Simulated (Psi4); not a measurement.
# Run report: SiSe, geometry relaxation (part 1 of 2)

System: SiSe.
Method: B3LYP/STO-3G, RKS (Psi4 1.11).

The atoms were displaced at random from an optimised geometry.

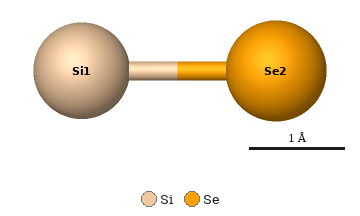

Figure 1. The structure as given in the input (ball-and-stick view, seen on its broad side; atoms are numbered from 1 in the order of the input). Bond lengths as drawn: Se–Si 2.05 Å.

**Input file (input.inp)**
```
memory 1.6 GB

molecule m {
  0 1
  Si    -0.006806     0.080221     0.020878
  Se    -0.065344    -0.015642     2.065107
  symmetry c1
}

set basis STO-3G
set geom_maxiter 60
set df_basis_scf def2-universal-jkfit

E = opt("b3lyp")
```

Run on 1 thread of INTEL XEON PLATINUM @ 2.10GHz (Emerald Rapids), 24 GiB of memory available, shared host.

Launch command:
```bash
psi4 input.inp input.out -n 1
```

**Log**
```
Psi4 1.11 release

gradient() will perform analytic gradient computation.

   => Loading Basis Set <=

    Name: STO-3G
    Role: ORBITAL
    Keyword: BASIS

         ---------------------------------------------------------
                                   SCF
                              RKS Reference
                        1 Threads,   1525 MiB Core
         ---------------------------------------------------------

  ==> Geometry <==

    Molecular point group: c1
    Full point group: C_inf_v

    Geometry (in Angstrom), charge = 0, multiplicity = 1:

       Center              X                  Y                   Z               Mass
    ------------   -----------------  -----------------  -----------------  -----------------
         SI          -0.000000000000     0.000000000000    -1.516441446386    27.976926534650
         SE           0.000000000000    -0.000000000000     0.530871088782    79.916521800000

  Running in c1 symmetry.

  Rotational constants: A = ************  B =      0.19408  C =      0.19408 [cm^-1]
  Rotational constants: A = ************  B =   5818.45133  C =   5818.45133 [MHz]
  Nuclear repulsion =  123.033658980802002

  Charge       = 0
  Multiplicity = 1
  Electrons    = 48
  Nalpha       = 24
  Nbeta        = 24

  ==> Algorithm <==

  SCF Algorithm Type is DF.
  DIIS enabled.
  MOM disabled.
  Fractional occupation disabled.
  Guess Type is SAD.
  Energy threshold   = 1.00e-08
  Density threshold  = 1.00e-08
  Integral threshold = 1.00e-12

  ==> Primary Basis <==

  Basis Set: STO-3G
    Blend: STO-3G
    Number of shells: 13
    Number of basis functions: 27
    Number of Cartesian functions: 28
    Spherical Harmonics?: true
    Max angular momentum: 2

  ==> DFT Potential <==

   => LibXC <=

    Version 7.1.2

   => Composite Functional: B3LYP <=

    B3LYP Hyb-GGA Exchange-Correlation Functional

    Deriv               =              1
    GGA                 =           TRUE
    Meta                =          FALSE

    Exchange Hybrid     =           TRUE
    MP2 Hybrid          =          FALSE

   => Exchange Functionals <=

    0.0800   Slater exchange
    0.7200         Becke 88

   => Exact (HF) Exchange <=

    0.2000               HF

   => Correlation Functionals <=

    0.1900   Vosko, Wilk & Nusair (VWN5_RPA)
    0.8100   Lee, Yang & Parr

   => LibXC Density Thresholds  <==

    XC_HYB_GGA_XC_B3LYP:  1.00E-15

   => Molecular Quadrature <=

    Radial Scheme          =       TREUTLER
    Pruning Scheme         =           NONE
    Nuclear Scheme         =       TREUTLER

    Blocking Scheme        =         OCTREE
    BS radius alpha        =              1
    Pruning alpha          =              1
    Radial Points          =             75
    Spherical Points       =            302
    Total Points           =          38666
    Total Blocks           =            351
    Max Points             =            256
    Max Functions          =             26
    Weights Tolerance      =       1.00E-15

   => Loading Basis Set <=

    Name: DEF2-UNIVERSAL-JKFIT
    Role: JKFIT
    Keyword: DF_BASIS_SCF

  ==> Integral Setup <==

  DFHelper Memory: AOs need 0.003 GiB; user supplied 1.096 GiB.
  SCF_SUBTYPE=INCORE selected. In-core MEM_DF algorithm will be used.
  Using in-core AOs.

  ==> MemDFJK: Density-Fitted J/K Matrices <==

    J tasked:                   Yes
    K tasked:                   Yes
    wK tasked:                   No
    Memory [MiB]:              1122
    Algorithm:                 Core
    Schwarz Cutoff:           1E-12
    Mask sparsity (%):       3.8409
    Fitting Condition:        1E-10

   => Auxiliary Basis Set <=

  Basis Set: DEF2-UNIVERSAL-JKFIT
    Blend: DEF2-UNIVERSAL-JKFIT
    Number of shells: 98
    Number of basis functions: 394
    Number of Cartesian functions: 526
    Spherical Harmonics?: true
    Max angular momentum: 5

  Cached 100.0% of DFT collocation blocks in 0.021 [GiB].

  Minimum eigenvalue in the overlap matrix is 2.9495361815E-01.
  Reciprocal condition number of the overlap matrix is 1.6349221719E-01.
    Using symmetric orthogonalization.

  ==> Pre-Iterations <==

  SCF Guess: Superposition of Atomic Densities via on-the-fly atomic UHF (no occupation information).

   -------------------------
    Irrep   Nso     Nmo
   -------------------------
     A         27      27
   -------------------------
    Total      27      27
   -------------------------

  ==> Iterations <==

                           Total Energy        Delta E     RMS |[F,P]|

   @DF-RKS iter SAD: -2658.96282534061083   -2.65896e+03   0.00000e+00
   @DF-RKS iter   1: -2660.63098521118809   -1.66816e+00   1.74367e-02 ADIIS/DIIS
   @DF-RKS iter   2: -2658.37688493820906    2.25410e+00   4.72738e-02 ADIIS/DIIS
   @DF-RKS iter   3: -2660.97322169933477   -2.59634e+00   5.21000e-03 ADIIS/DIIS
   @DF-RKS iter   4: -2660.98385428436723   -1.06326e-02   3.17881e-03 ADIIS/DIIS
   @DF-RKS iter   5: -2660.99023692569699   -6.38264e-03   5.96991e-04 ADIIS/DIIS
   @DF-RKS iter   6: -2660.99047884254423   -2.41917e-04   8.61598e-05 DIIS
   @DF-RKS iter   7: -2660.99048365964472   -4.81710e-06   1.60489e-05 DIIS
   @DF-RKS iter   8: -2660.99048383228592   -1.72641e-07   9.28664e-07 DIIS
   @DF-RKS iter   9: -2660.99048383286572   -5.79803e-10   1.37815e-08 DIIS
   @DF-RKS iter  10: -2660.99048383286618   -4.54747e-13   9.22467e-11 DIIS
  Energy and wave function converged.

  ==> Post-Iterations <==

   Electrons on quadrature grid:
      Ntotal   =   48.0000142495 ; deviation = 1.425e-05

    Orbital Energies [Eh]
    ---------------------

    Doubly Occupied:

       1A   -448.553677     2A    -65.293215     3A    -55.966338
       4A    -51.296325     5A    -51.295120     6A    -51.295120
       7A     -7.019143     8A     -5.063833     9A     -5.056109
      10A     -5.056109    11A     -5.043850    12A     -3.342048
      13A     -3.342048    14A     -3.339533    15A     -1.017704
      16A     -1.012697    17A     -1.012697    18A     -1.008422
      19A     -1.008390    20A     -0.576574    21A     -0.326203
      22A     -0.160439    23A     -0.160439    24A     -0.156975

    Virtual:

      25A      0.059530    26A      0.059530    27A      0.318582

    Final Occupation by Irrep:
              A
    DOCC [    24 ]
    NA   [    24 ]
    NB   [    24 ]

  @DF-RKS Final Energy: -2660.99048383286618

   => Energetics <=

    Nuclear Repulsion Energy =            123.0336589808020022
    One-Electron Energy =               -3971.7356907024541215
    Two-Electron Energy =                1275.1386756417755350
    DFT Exchange-Correlation Energy =     -87.4271277529895769
    Empirical Dispersion Energy =           0.0000000000000000
    VV10 Nonlocal Energy =                  0.0000000000000000
    Total Energy =                      -2660.9904838328661754

Computation Completed

Properties will be evaluated at   0.000000,   0.000000,   0.000000 [a0]

Properties computed using the SCF density matrix

 Multipole Moments:

 ------------------------------------------------------------------------------------
     Multipole            Electronic (a.u.)      Nuclear  (a.u.)        Total (a.u.)
 ------------------------------------------------------------------------------------

 L = 1.  Multiply by 2.5417464519 to convert [e a0] to [Debye]
 Dipole X            :          0.0000000           -0.0000000            0.0000000
 Dipole Y            :          0.0000000            0.0000000            0.0000000
 Dipole Z            :          5.0943611           -6.0103934           -0.9160323
 Magnitude           :                                                    0.9160323

 ------------------------------------------------------------------------------------

	total time  =          1 seconds =       0.02 minutes

         ------------------------------------------------------------
                                   SCF GRAD
         ------------------------------------------------------------

  ==> Geometry <==

    Molecular point group: c1
    Full point group: C_inf_v

    Geometry (in Angstrom), charge = 0, multiplicity = 1:

       Center              X                  Y                   Z               Mass
    ------------   -----------------  -----------------  -----------------  -----------------
         SI          -0.000000000000     0.000000000000    -1.516441446386    27.976926534650
         SE           0.000000000000    -0.000000000000     0.530871088782    79.916521800000

  Nuclear repulsion =  123.033658980801988

  ==> Basis Set <==

  Basis Set: STO-3G
    Blend: STO-3G
    Number of shells: 13
    Number of basis functions: 27
    Number of Cartesian functions: 28
    Spherical Harmonics?: true
    Max angular momentum: 2

  ==> DFJKGrad: Density-Fitted SCF Gradients <==

    Gradient:                    1
    J tasked:                  Yes
    K tasked:                  Yes
    wK tasked:                  No
    Integrals threads:           1
    Memory [MiB]:             1144
    Schwarz Cutoff:          1E-12
    Fitting Condition:       1E-10

   => Auxiliary Basis Set <=

  Basis Set: DEF2-UNIVERSAL-JKFIT
    Blend: DEF2-UNIVERSAL-JKFIT
    Number of shells: 98
    Number of basis functions: 394
    Number of Cartesian functions: 526
    Spherical Harmonics?: true
    Max angular momentum: 5

  ==> DFT Potential <==

   => LibXC <=

    Version 7.1.2

   => Composite Functional: B3LYP <=

    B3LYP Hyb-GGA Exchange-Correlation Functional

    Deriv               =              1
    GGA                 =           TRUE
    Meta                =          FALSE

    Exchange Hybrid     =           TRUE
    MP2 Hybrid          =          FALSE

   => Exchange Functionals <=

    0.0800   Slater exchange
    0.7200         Becke 88

   => Exact (HF) Exchange <=

    0.2000               HF

   => Correlation Functionals <=

    0.1900   Vosko, Wilk & Nusair (VWN5_RPA)
    0.8100   Lee, Yang & Parr

   => LibXC Density Thresholds  <==

    XC_HYB_GGA_XC_B3LYP:  1.00E-15

   => Molecular Quadrature <=

    Radial Scheme          =       TREUTLER
    Pruning Scheme         =           NONE
    Nuclear Scheme         =       TREUTLER

    Blocking Scheme        =         OCTREE
    BS radius alpha        =              1
    Pruning alpha          =              1
    Radial Points          =             75
    Spherical Points       =            302
    Total Points           =          38666
    Total Blocks           =            351
    Max Points             =            256
    Max Functions          =             26
    Weights Tolerance      =       1.00E-15

  -Total Gradient:
     Atom            X                  Y                   Z
    ------   -----------------  -----------------  -----------------
       1       -0.000000000000    -0.000000000000    -0.001534749580
       2       -0.000000000001     0.000000000000     0.001688023291

	total time  =          0 seconds =       0.00 minutes

    			-----------------------------------------

    			 OPTKING 3.0: for geometry optimizations

    			        with contributions from

    			-----------------------------------------

	                            ===> Fragment 1 <==

	 Z (Atomic Numbers)          Masses                          Geom
	      14.000000            27.976927         -0.00000000  0.00000000 -2.86565902
	      34.000000            79.916522          0.00000000 -0.00000000  1.00320097

	 - Coordinate -           - BOHR/RAD -       - ANG/DEG -
	 R(1,2)           =         3.868860           2.047313

	        --- Internal Coordinate Step in ANG or DEG, aJ/ANG or AJ/DEG ---
	-------------------------------------------------------------------------------
	           Coordinate      Previous         Force          Change          New
	           ----------      --------        ------          ------        ------
	               R(1,2)       2.04731       -0.01328       -0.00287       2.04444
	-------------------------------------------------------------------------------

	                                 ==> Convergence Check <==

	Measures of convergence in internal coordinates in au.

	Criteria marked as inactive (o), active & met (*), and active & unmet ( ).
```
